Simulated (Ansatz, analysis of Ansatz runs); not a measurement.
# Migration in MgB2C2 (Pnnm): Mg_i hop between interstitial places, charge +2, part 4 of 4

Wanted: path and barrier of a jump of Mg in MgB2C2 (Pnnm) at charge +2. The case: Mg_i hop between interstitial places, in a cell of 60 host atoms with 1 Mg put in.

Ansatz 0.2.0; plane-wave PAW DFT, PBEsol; nudged elastic band between two relaxed defect structures at fixed charge in a uniform background.

So far: The structure; Relaxation of the start point, charge +2; Relaxation of the end point, charge +2; Nudged elastic band, charge +2.

### Step 4. Nudged elastic band, charge +2 (continued)

Images along the path:

```
image  path (Å)  energy (eV)     Mg61: x, y, z (Å)
    0     0.000       0.0000  -2.307, 7.173, 1.386
    1     0.548       0.2492  -2.310, 7.174, 1.747
    2     1.095       0.8472  -2.309, 7.173, 2.233
    3     1.642       1.1903  -2.306, 7.172, 2.766
    4     2.190       0.8474  -2.302, 7.170, 3.300
    5     2.737       0.2494  -2.303, 7.169, 3.785
    6     3.285       0.0000  -2.306, 7.172, 4.147
```

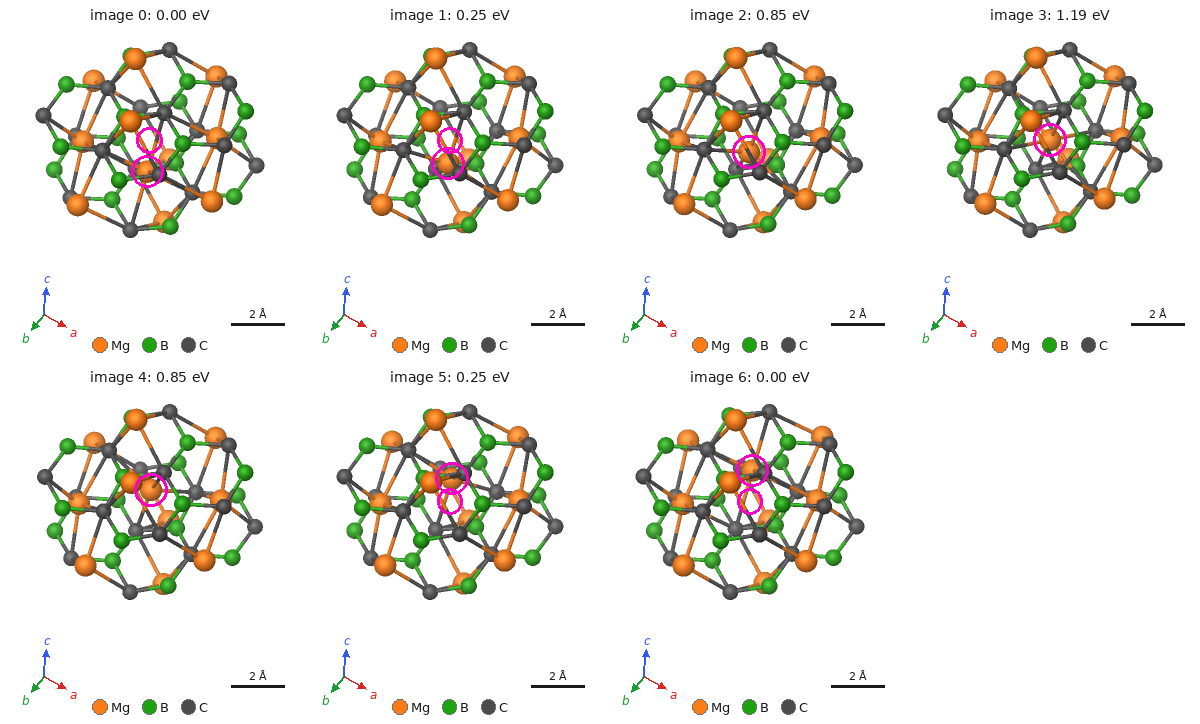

Images along the path; Mg61 is ringed. A ring with no atom in it marks the empty centre.

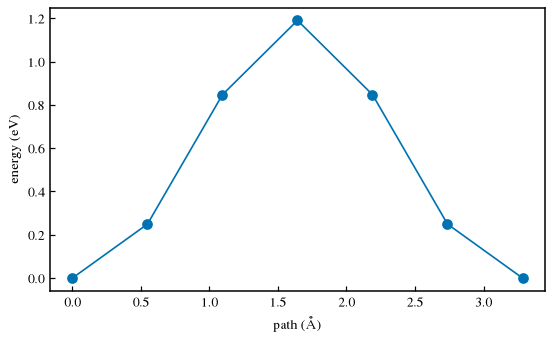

Energy along the path.

This step gave:

```yaml
free_energy: -34466.0722 eV
barrier_forward: 1.190 eV
barrier_backward: 1.190 eV
end_less_start: -2.89e-5 eV
hop_length: 2.762 Å
```

Track of the atom that was set to move:

```
image   x (Å)  y (Å)  z (Å)  nearest neighbour  distance (Å)
    0  -2.307  7.173  1.386                  C         2.142
    1   -2.31  7.174  1.747                  C         2.159
    2  -2.309  7.173  2.233                  B         2.083
    3  -2.306  7.172  2.766                  B         2.044
    4  -2.302   7.17    3.3                  B         2.083
    5  -2.303  7.169  3.785                  C         2.159
    6  -2.306  7.172  4.147                  C         2.142
```

The band met its tolerance of 0.05 eV/Å after 19 iterations, with image 3 on top (the start counts as 0). Mg61, which moves farthest between the ends, has 2 C at 2.14 Å and 4 B at 2.30 Å nearest at the start and 2 B at 2.04 Å and 2 C at 2.24 Å at the top.

### Step 5. Single point at the start point, r2SCAN

Three single points with a meta-GGA, at its higher cutoff of 500 eV, show what it does to the barrier on the path found. The start is shown; top and end are run alike.

This step: plane-wave PAW DFT, r2SCAN; single point of a defect supercell on a structure of the PBEsol path.

Contents of qp2.start.r2scan/input.yaml:

```yaml
crystal:
  lattice:
    - [4.61704896, 7.1710112, 0.0]
    - [-4.61704896, 7.1710112, 0.0]
    - [0.0, 0.0, 8.29768847]
  atoms:
    - { symbol: Mg, position: [0.01348902, 0.49049436, 0.16710282] }
    - { symbol: Mg, position: [0.4870874, 0.00927167, 0.16668917] }
[... 11 atom lines left out ...]
    - { symbol: C, position: [0.51478316, 0.71205664, 0.16697144] }
[... 1 atom line left out ...]
    - { symbol: C, position: [0.98583462, 0.78771199, 0.16687811] }
[... 6 atom lines left out ...]
    - { symbol: Mg, position: [-0.03660045, 0.01955267, 0.33773681] }
    - { symbol: Mg, position: [0.53710262, 0.48022403, 0.33732394] }
[... 2 atom lines left out ...]
    - { symbol: B, position: [0.18873757, 0.06538263, 0.50028567] }
[... 1 atom line left out ...]
    - { symbol: B, position: [0.4372138, 0.8009876, 0.33764127] }
[... 1 atom line left out ...]
    - { symbol: B, position: [0.0635008, 0.69885885, 0.3378052] }
[... 2 atom lines left out ...]
    - { symbol: C, position: [0.51410669, 0.71569231, 0.50154256] }
[... 1 atom line left out ...]
    - { symbol: C, position: [0.98654421, 0.78403849, 0.50158825] }
    - { symbol: C, position: [0.22320541, 0.51637762, 0.33266249] }
[... 1 atom line left out ...]
    - { symbol: C, position: [0.27736321, 0.98332601, 0.33274338] }
[... 21 atom lines left out ...]
    - { symbol: Mg, position: [0.25029263, 0.74997067, 0.16697495] }
total_charge: 2
basis:
  ecutwfc: 500
  xc_grid: 2
hamiltonian:
  xc: r2scan
kpoints:
  mp_grid: { grid: [1, 1, 1], shift: [0.25, 0.25, 0.25] }
scf:
  occupations: { method: fixed }
  max_iter: 60
output:
  forces: true
  eigenvalues: true
checkpoint:
  write: "../qp2.start.r2scan.run"
  compress: false
  write_wavefunctions: false
  write_every: 100000
```

Started as:

```bash
ansatz run input.yaml --threads 4 --pin off --max-ram 7536MiB --backend cpu --events-out ev --progress --plain --runs-dir out
```

Numbers of over 12 decimals in the logs are rounded to 6 here.

What it wrote:

```text
[...]
Crystal: 61 atoms, lattice volume = 549.455 Å³
Basis set: ecut = 500 eV, 13961 PW (Γ), exchange–correlation on 128×128×128 points (8 copies of the dense FFT grid, shifted against one another)
Bands: 209, of which v1, the nominal top of the filled ones, is band 148 counted from 1 (147 counted from 0)
Symmetry: 1 space group operations
[...]
k-points: 1
[...]
SCF iter   1: F=—  HF=-34870.676463 eV  |F-HF|=—  |Δ(HF+E_count)|=         —  Δρ=2.15e-2  dr2=1.83e0  dr2_τ=7.36e0  ethr=1.77e-3  ⟨swp⟩=6.0  Hψ=710  notcnv=0  defer=55
[...]
SCF iter   8: F=-34871.550062 eV  HF=-34871.550062 eV  |F-HF|=2.10e-9  |Δ(HF+E_count)|=   8.16e-8  Δρ=2.72e-6  dr2=4.20e-8  dr2_τ=2.92e-9  ethr=3.38e-11  ⟨swp⟩=13.0  Hψ=820  notcnv=0
SCF 1 converged in 8 iterations: F = -34871.550062 eV  dr2 = 4.20e-8
[...]
SCF converged after 8 iterations
Free energy (F): -34871.550062 eV
[...]
Internal energy: -34871.550062 eV  (E = F + TS)
E sigma→0 (E₀):  -34871.550062 eV
Fermi energy:    8.151792 eV
[...]
--- Forces (eV/Å), atoms counted from 1 ---
  atom   1  Mg    -0.01716409    -0.00334937    -0.00100505
  atom   2  Mg     0.01822627     0.00663854     0.00394487
  [... 11 atoms left out ...]
  atom  14  C      0.03733191    -0.07348126    -0.00671207
  [... 1 atom left out ...]
  atom  16  C     -0.04155144     0.07349067     0.00111305
  [... 6 atoms left out ...]
  atom  23  Mg     0.01098776     0.00484590     0.00644087
  [... 5 atoms left out ...]
  atom  29  B     -0.02421056    -0.00601540     0.08220036
  [... 1 atom left out ...]
  atom  31  B      0.02531494     0.00302095     0.07297350
  [... 2 atoms left out ...]
  atom  34  C      0.04775333    -0.01044761    -0.04393733
  [... 1 atom left out ...]
  atom  36  C     -0.04957223     0.01006922    -0.03782801
  atom  37  C     -0.05887048    -0.02547501    -0.02886674
  [... 1 atom left out ...]
  atom  39  C      0.05956246     0.02426013    -0.02989263
  [... 21 atoms left out ...]
  atom  61  Mg     0.00083733    -0.00370803    -0.00076701
  max |Σ_I F_I| component: 1.29e-3 eV/Å
--- Band table (eV) ---
[...]
```

Run time: 5.6 s. Hardware: 4 threads of Intel Xeon Platinum 8488C (Sapphire Rapids), shared host; peak memory 1.3 GiB.

This step gave:

```yaml
free_energy: -34871.5501 eV
```

### Step 6. Barrier from single points, r2SCAN

Analysis of the runs above: barrier from r2SCAN single points on the PBEsol path.

It gives:

| Quantity | Value |
| --- | --- |
| barrier forward | 1.263 eV |
| barrier backward | 1.264 eV |
| end less start | -7.10e-4 eV |

This gives 1.263 eV against the band's 1.190 eV.

### Step 7. Summary of results

```json
{
  "barrier forward": "1.19 eV",
  "barrier backward": "1.19 eV",
  "end less start": "0.00 eV",
  "hop length": "2.76 Å",
  "band iterations, as the log counts them": "19",
  "barrier from single points, r2SCAN": "1.26 eV"
}
```

**Reading.** The top of the band lies 1.19 eV above the start and 1.19 eV above the end, which are alike in energy and neighbours. With an assumed prefactor of 1e13 per second it gives one hop a second along this one path at about 460 K; whether such hops link up through the crystal wasn't checked. Across functionals on this path (PBEsol 1.190 and r2SCAN 1.263 eV) the forward values spread by 0.073 eV. No image-charge correction is applied; it largely cancels along a path if the charge stays localised alike. What this leaves open: one k-point off the zone centre stands for the whole zone; periodic copies of the defect are only 8.3 Å apart.

[Logs are printed without paths, hosts, clocks, repeated set-up lines and the standing remarks that a program may print on its own settings, such as how far it seeks lower states.]

[Hosts, paths, dates, database ids (printed as entryN), source tags and the programs' standing remarks are cut or masked in the printed files.]
